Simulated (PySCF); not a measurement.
# C₄H₁₀NPSi: excited states

Aim: compute the excited states of C₄H₁₀NPSi (`C=C1CCN[Si@@H]1P`).

Computed with PySCF 2.14.0 and routines of our own; the level stands in each step. Atoms count from 0.

### Step 1. The starting structure

17 atoms, charge 0, multiplicity 1; geometry from: GFN2-xTB.

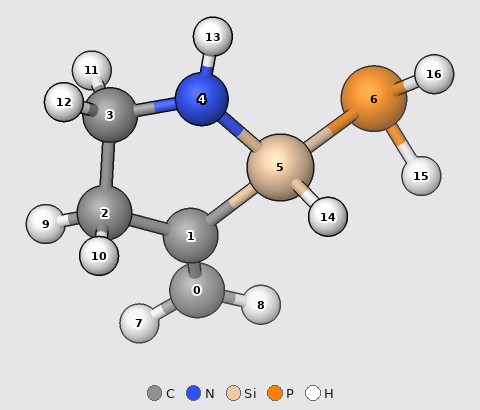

The starting geometry (carbon grey, nitrogen blue, silicon light orange, phosphorus orange, hydrogen white).

### Step 2. Excited states: TDA B3LYP/def2-SVPD

The job: settings as JSON, then the geometry in Å.

```
{"job": {"kind": "states", "xc": "B3LYP", "basis": "def2-SVPD", "tda": true, "soc": true, "nstates": 6, "ntriplets": 5, "nquad": 4}, "charge": 0, "multiplicity": 1}
C     -0.596794    -1.901084    -1.075931
C     -0.542700    -0.803312    -0.342041
C     -1.655041     0.194938    -0.220497
C     -1.029316     1.582711    -0.093893
N      0.162618     1.446849     0.719395
Si     0.885027    -0.112500     0.671151
P      2.865816    -0.223361    -0.391082
H     -1.468988    -2.166006    -1.656032
H      0.231293    -2.589149    -1.124239
H     -2.350808     0.149039    -1.058863
H     -2.204651    -0.028297     0.697345
H     -0.787584     1.971023    -1.093077
H     -1.721583     2.284910     0.383265
H      0.650175     2.311421     0.881804
H      0.937361    -0.636308     2.049718
H      3.026396    -1.577311    -0.162817
H      3.591780     0.108466     0.738675
```

Level: TDA B3LYP/def2-SVPD excited states, vertical, gas phase, spin-orbit mean-field couplings.

Run with:

```bash
OMP_NUM_THREADS=1 python excited_run.py task.json out
```

This one command runs all jobs of the session in turn.

The log of the run:

```text
coarse grid: 14856 points
cycle   1  E = -843.5636546831  dE =  7.364e-01  |g| = 5.107e-01  |ddm| = 7.012e+00
cycle   2  E = -843.4943653929  dE =  6.929e-02  |g| = 7.408e-01  |ddm| = 2.195e+00
cycle   3  E = -843.6289380077  dE = -1.346e-01  |g| = 1.031e-01  |ddm| = 1.365e+00
cycle   4  E = -843.6311189351  dE = -2.181e-03  |g| = 4.527e-02  |ddm| = 2.602e-01
cycle   5  E = -843.6316316373  dE = -5.127e-04  |g| = 1.401e-02  |ddm| = 8.922e-02
cycle   6  E = -843.6316792999  dE = -4.766e-05  |g| = 4.939e-03  |ddm| = 2.767e-02
cycle   7  E = -843.6316853747  dE = -6.075e-06  |g| = 7.451e-04  |ddm| = 1.208e-02
final grid: 133400 points
cycle   8  E = -843.7434091552  dE = -4.076e-05  |g| = 5.114e-03  |ddm| = 1.748e-01
cycle   9  E = -843.7434029430  dE =  6.212e-06  |g| = 7.021e-03  |ddm| = 2.135e-02
cycle  10  E = -843.7434160578  dE = -1.311e-05  |g| = 1.156e-03  |ddm| = 1.193e-02
cycle  11  E = -843.7434163852  dE = -3.274e-07  |g| = 2.345e-04  |ddm| = 2.056e-03
cycle  12  E = -843.7434163996  dE = -1.444e-08  |g| = 6.120e-05  |ddm| = 5.512e-04
cycle  13  E = -843.7434164005  dE = -9.220e-10  |g| = 2.641e-05  |ddm| = 1.622e-04
converged SCF energy = -843.7434164005

Singlet excitations
state   eV       nm        f     d(h-e)  d(exc)  Lambda  PR(NTO)  |dmu|/D   mu/D   main configurations
  1   4.9874   248.6   0.01841   2.157   3.709   0.338   1.008    5.749    6.074   H->L 0.98
  2   5.4389   228.0   0.00149   0.995   3.394   0.446   1.019    3.002    3.721   H->L+1 0.89, H->L+2 0.09
  3   5.7587   215.3   0.01536   1.362   3.752   0.423   1.091    3.680    4.501   H->L+2 0.83, H->L+1 0.09
  4   5.9496   208.4   0.02321   2.400   3.930   0.684   1.049    7.310    6.947   H-1->L 0.58, H-2->L 0.37
  5   6.1283   202.3   0.03484   1.635   4.078   0.423   1.181                     H->L+3 0.85
  6   6.2832   197.3   0.00378   0.891   3.463   0.448   2.145                     H->L+4 0.48, H-1->L+1 0.30, H-1->L+2 0.14

Triplet excitations (Tamm-Dancoff)
state   eV     d(h-e)  d(exc)  Lambda  PR(NTO)   main configurations
  1   4.2345   0.096   2.298   0.673   1.007   H-1->L 0.55, H-2->L 0.36
  2   4.7875   2.016   3.618   0.345   1.009   H->L 0.95
  3   5.1805   0.746   3.266   0.446   1.061   H->L+1 0.85
  4   5.4026   0.805   3.347   0.432   1.102   H->L+2 0.67, H->L+3 0.10
  5   5.6980   0.865   3.141   0.584   1.508   H-2->L 0.24, H-3->L 0.21, H-1->L 0.16
S1 - T1 = 0.7528 eV

Spin-orbit couplings |<S|Hso|T>| (cm-1)
             T1       T2       T3       T4       T5
S0        1.381    7.213   20.345   25.809   38.958
S1        2.139    1.588    5.346    8.724   10.242
S2        0.971    8.519    3.783   18.884   10.530
S3        1.178    7.576   15.203    6.931    3.335
S4        4.905   18.845    4.965    6.130   12.798
S5        0.489    4.967    5.213   11.937    3.822
S6        2.554    3.855    9.948   16.139   13.644
T1 sublevels (cm-1): 0.000 0.001 0.002   radiative rates (1/s): 0.368 3.38 1.49
```

Wall time 37 s (1 thread of Arm Neoverse V1, shared host); peak memory 0.96 GiB.

Key values:

```tsv
quantity	value
S1 less T1	0.75 eV
```

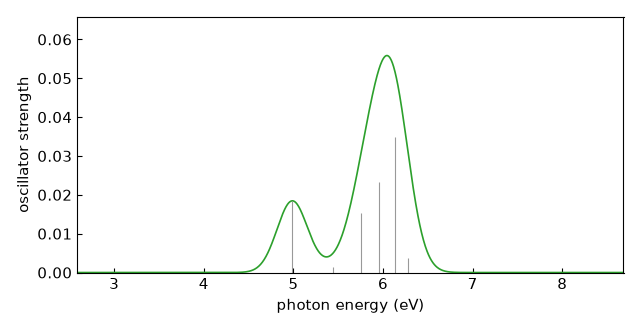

Absorption lines of the singlets. Lines are broadened to a width of 0.40 eV (Gaussian).

### Step 3. Excited states: TDDFT LC-wPBE/def2-SVPD

Settings changed since step 2:

```diff
@@ -1,2 +1,2 @@
-{"job": {"kind": "states", "xc": "B3LYP", "basis": "def2-SVPD", "tda": true, "soc": true, "nstates": 6, "ntriplets": 5, "nquad": 4}, "charge": 0, "multiplicity": 1}
+{"job": {"kind": "states", "xc": "LC-wPBE", "basis": "def2-SVPD", "tpa": true, "nstates": 6, "nquad": 5, "ntriplets": 0}, "charge": 0, "multiplicity": 1}
 C     -0.596794    -1.901084    -1.075931
```

Method: TDDFT LC-wPBE/def2-SVPD excited states, vertical, gas phase, two-photon moments by quadratic response.

The log of the run:

```text
coarse grid: 14856 points
cycle   1  E = -843.1935097226  dE =  1.109e+00  |g| = 3.856e-01  |ddm| = 6.293e+00
cycle   2  E = -843.2245313452  dE = -3.102e-02  |g| = 2.765e-01  |ddm| = 1.267e+00
cycle   3  E = -843.2406613341  dE = -1.613e-02  |g| = 5.999e-02  |ddm| = 5.800e-01
cycle   4  E = -843.2416970052  dE = -1.036e-03  |g| = 1.841e-02  |ddm| = 1.970e-01
cycle   5  E = -843.2418101462  dE = -1.131e-04  |g| = 4.692e-03  |ddm| = 5.890e-02
cycle   6  E = -843.2418191660  dE = -9.020e-06  |g| = 1.546e-03  |ddm| = 1.788e-02
final grid: 133400 points
cycle   7  E = -843.3739797194  dE = -3.609e-05  |g| = 4.819e-03  |ddm| = 1.062e-01
cycle   8  E = -843.3739822406  dE = -2.521e-06  |g| = 3.884e-03  |ddm| = 1.668e-02
cycle   9  E = -843.3739855491  dE = -3.309e-06  |g| = 4.722e-04  |ddm| = 6.281e-03
cycle  10  E = -843.3739856644  dE = -1.153e-07  |g| = 2.054e-04  |ddm| = 1.441e-03
cycle  11  E = -843.3739856810  dE = -1.662e-08  |g| = 4.450e-05  |ddm| = 6.600e-04
cycle  12  E = -843.3739856824  dE = -1.364e-09  |g| = 1.651e-05  |ddm| = 1.898e-04
cycle  13  E = -843.3739856826  dE = -1.605e-10  |g| = 8.132e-06  |ddm| = 6.777e-05
converged SCF energy = -843.3739856826

Singlet excitations
state   eV       nm        f     d(h-e)  d(exc)  Lambda  PR(NTO)  |dmu|/D   mu/D   delta(TPA)   sigma/GM   main configurations
  1   6.1744   200.8   0.00968   0.477   3.000   0.386   1.250    1.558    2.184       21.59      0.302   H->L+2 0.41, H->L 0.34
  2   6.4458   192.3   0.01269   0.999   3.092   0.399   1.496    2.975    3.462       10.83      0.165   H->L 0.39, H->L+2 0.14, H->L+1 0.09
  3   6.6820   185.5   0.00440   0.119   2.876   0.452   2.472    0.238    0.685        4.31      0.070   H-3->L 0.32, H->L+1 0.20
  4   6.8378   181.3   0.07359   0.509   3.061   0.439   1.776    1.341    1.787       13.56      0.232   H->L+1 0.28, H-3->L 0.17, H->L+3 0.11
  5   6.9617   178.1   0.17226   0.503   2.792   0.523   1.960    1.549    2.361       18.05      0.321   H-1->L 0.24, H-2->L 0.14, H-1->L+1 0.13
  6   7.1082   174.4   0.17556   0.441   2.915   0.493   2.698                                            H-1->L 0.27, H-1->L+2 0.10
```

Run time: 66 s. Hardware: 1 thread of Arm Neoverse V1, shared host; peak memory 0.95 GiB.

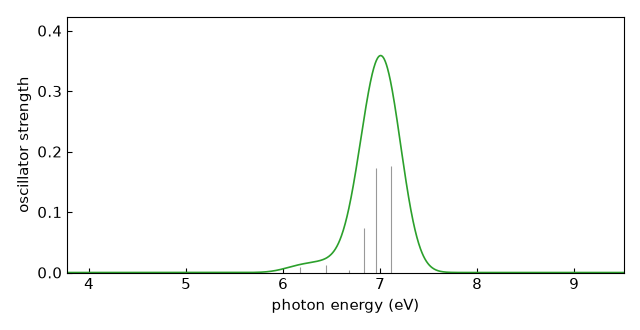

Absorption lines of the singlets. Lines are broadened to a width of 0.40 eV (Gaussian).

### Step 4. Results

| quantity | value |
| --- | --- |
| S1 less T1 (step 2, TDA B3LYP/def2-SVPD) | 0.75 eV |

**Reading.** In step 2, the number of triplets below S1 is 2, and the largest singlet-triplet spin-orbit coupling is S0–T5, 38.96 cm⁻¹.
